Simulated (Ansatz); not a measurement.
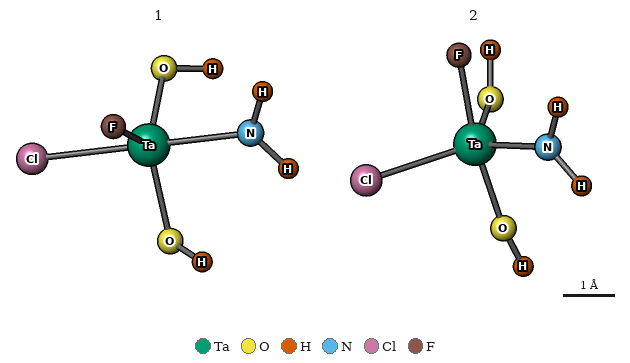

Two geometries of TaNH₄O₂ClF, drawn at one scale. One is the start of a relaxation, the other its converged end. Style: ball-and-stick. Shown at a tilt.

Computed with RKS PBE/def2-SVP in Ansatz 0.2.0. (no spin polarisation; force threshold 0.02 eV/Å; at most 40 steps)

> Which geometry has the lower energy?

Structure 2 is the relaxed one. The run prepares the start of a later molecular dynamics calculation, from a guessed geometry. Over 27 accepted moves (34 points after the start) the energy falls by 29.5 kcal/mol. Largest force component: 2 eV/Å at the start, 0.011 eV/Å at the end. The line search rejected the trial steps at points 12, 15, 19, 23, 26, 30, 33 of the run. The forces were under the threshold at step 32, but the run went on from there. The atom that moves furthest after the best rigid fit is the F atom (1.90 Å). Largest moves by element: F 1.90 Å, Cl 1.53 Å, H 1.38 Å, O 0.80 Å, N 0.70 Å, Ta 0.23 Å. Among the contacts that change: N–Ta 2.160 → 1.983 Å, O–Ta 2.020 → 1.891 Å, Cl–Ta 2.470 → 2.351 Å, O–Ta 2.020 → 1.932 Å. Among the angles between lasting bonds that change: N–Ta–Cl 180.0° → 118.1°, Ta–O–H 109.5° → 169.9°, F–Ta–O 120.0° → 172.1°. Groups turn about O–Ta by about 115°.
